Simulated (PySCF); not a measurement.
# Run report: B$_{3}$N$_{3}$H$_{6}$, single-point calculation

B$_{3}$N$_{3}$H$_{6}$, computed with SVWN5/6-31G*, RKS (PySCF 2.14.0).

The geometry comes from this level: GFN2-xTB.

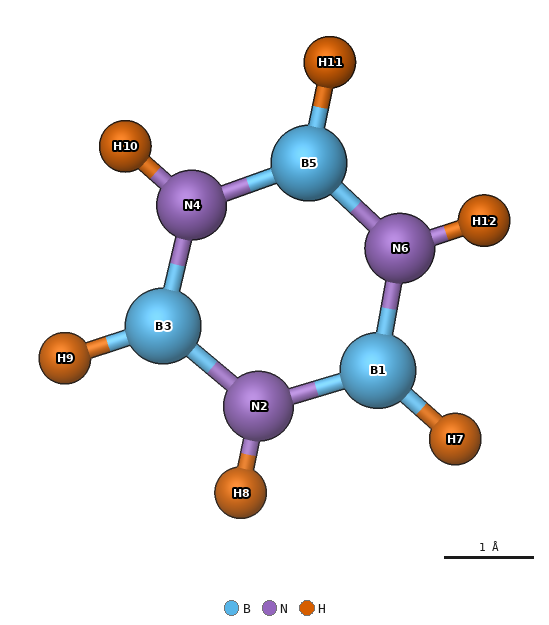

*The input geometry (ball-and-stick view, seen on its broad side; atoms are numbered from 1 in the order of the input).*

**Key numbers**

- outcome: converged
- total energy: −240.445964 hartree
- basis functions: 96
- HOMO: −6.70 eV
- LUMO: −0.33 eV
- dipole moment: 0.00 D
- hardware: 1 thread of Intel Xeon @ 2.70GHz, 189 GiB of memory available, shared host
- wall time: 15 s
- peak memory: 0.33 GiB

**Input file (calc.py)**
```python
from pyscf import gto, dft

system = gto.M(
    atom='''
B   -0.722360  -1.217890   0.252490
N    0.520870  -0.950270   0.877610
B    1.259700   0.237720   0.652990
N    0.700320   1.180580  -0.244840
B   -0.537270   0.980440  -0.905130
N   -1.221290  -0.230120  -0.632330
H   -1.312420  -2.213100   0.458380
H    0.896460  -1.637390   1.512390
H    2.289330   0.431630   1.185300
H    1.206730   2.034180  -0.421880
H   -0.976200   1.781250  -1.644680
H   -2.103870  -0.397030  -1.090310
''',
    max_memory=1860,
    basis='6-31g*',
    spin=0,
    verbose=3,
    charge=0,
)

mf = dft.RKS(system)
mf.xc = 'svwn'
mf.grids.level = 5
mf.conv_tol = 1e-10
mf.kernel()
if not mf.converged:
    mf = mf.newton().run(mf.mo_coeff, mf.mo_occ)

etot = mf.e_tot
print(f'total energy: {etot:.8f} hartree')
```

Launch command:
```bash
OMP_NUM_THREADS=1 python calc.py
```

**Log**
```
converged SCF energy = -240.44596437156
total energy: -240.44596437 hartree
```

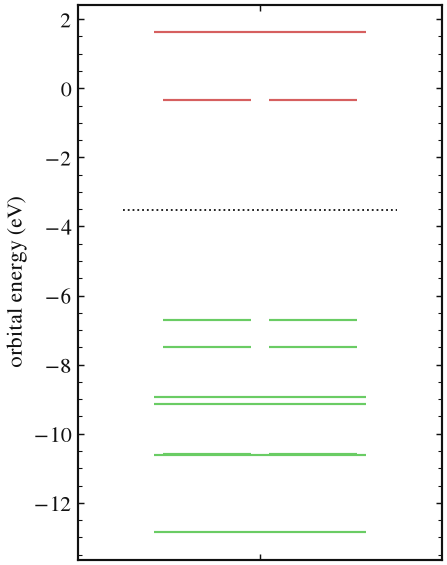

*Orbital energies near the frontier; the dotted line parts filled from empty levels, and levels within 0.02 eV of each other stand side by side.*

Highest filled −6.70 eV, lowest empty −0.33 eV, 6.37 eV apart.
